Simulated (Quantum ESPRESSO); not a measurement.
# How far to go with shifted k-point meshes: CuAu (P4mm, 2 atoms in the cell)

```
CELL_PARAMETERS angstrom
      2.81400     0.00000     0.00000
      0.00000     2.81400     0.00000
      0.00000     0.00000     3.68835
ATOMIC_POSITIONS crystal
  Cu 0.00000 0.00000 0.01356
  Au 0.50000 0.50000 0.50000
```

Method: PBEsol, GBRV 1.5 ultrasoft (PBESOL) pseudopotentials (plane waves; Quantum ESPRESSO).

Base settings: ecutwfc = 50 Ry; ecutrho = 400 Ry; occupations = smearing; smearing = fd; degauss = 0.0073499 Ry; potentials = {Cu: cu_pbesol_v1.2.uspp.F.UPF, Au: au_pbesol_v1.uspp.F.UPF}; K_POINTS = automatic 6 6 5 0 0 0; conv_thr = 1e-11 Ry; mixing_beta = 0.7.

Only quantities that move along the ladder and can be compared are tabulated.

The count of work is k-points × plane waves × bands × iterations; it is no time. 

The starting cell has typed, rounded lattice constants, without a prior relaxation at this level. Its lattice was rescaled by up to half a per cent. One atom was moved a little off its site on purpose. Spin polarisation is off. In the base run, with a pressure of about -5 GPa the cell is away from its equilibrium volume at this level. Without a gap this mesh is coarse (it stands for a supercell whose shortest vector is 17 Å).

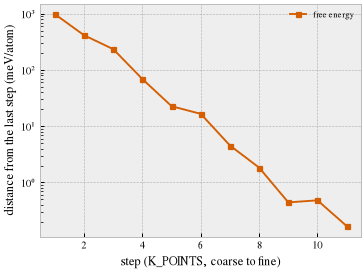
Distance from the last step along the ladder; very small values are drawn at a floor.

```tsv
K_POINTS	free energy less the last step's (meV/atom)	pressure (GPa)	largest difference of a force vector from the last step's (eV/Å)	count of work / last
automatic 2 2 2 1 1 1	-982.45	-16.96	0.049	0.0011
automatic 3 3 2 1 1 1	414.90	-1.32	0.005	0.0035
automatic 3 3 3 1 1 1	234.59	-1.23	0.006	0.0064
automatic 5 5 4 1 1 1	68.85	-3.88	0.002	0.011
automatic 6 6 5 1 1 1	-22.70	-5.11	0.006	0.017
automatic 7 7 6 1 1 1	16.58	-4.63	0.002	0.026
automatic 9 9 7 1 1 1	4.53	-4.44	0.003	0.060
automatic 11 11 9 1 1 1	1.83	-4.43	0.003	0.098
automatic 14 14 11 1 1 1	0.44	-4.73	0.001	0.14
automatic 17 17 13 1 1 1	-0.48	-4.64	0.000	0.30
automatic 20 20 16 1 1 1	0.17	-4.66	0.000	0.38
automatic 28 28 21 1 1 1	0.00	-4.64	0.000	1.0
```

Coarsest K_POINTS that holds the free energy within 2 meV/atom of the last step, with all finer ones: automatic 11 11 9 1 1 1, at 0.098 of the last step's count of work; the step before is off by 4.5 meV/atom.

Coarsest K_POINTS that holds the pressure within 0.05 GPa of the last step, with all finer ones: automatic 17 17 13 1 1 1, at 0.30 of the last step's count of work; the step before is off by 0.09 GPa.

Coarsest K_POINTS that holds the forces within 0.01 eV/Å of the last step, with all finer ones: automatic 3 3 2 1 1 1, at 0.0035 of the last step's count of work; the step before is off by 0.049 eV/Å.

Two neighbours can agree and both be off: automatic 3 3 2 1 1 1 and automatic 3 3 3 1 1 1 differ by 0.09 GPa in the pressure, yet lie about 3.4 GPa from the last step.
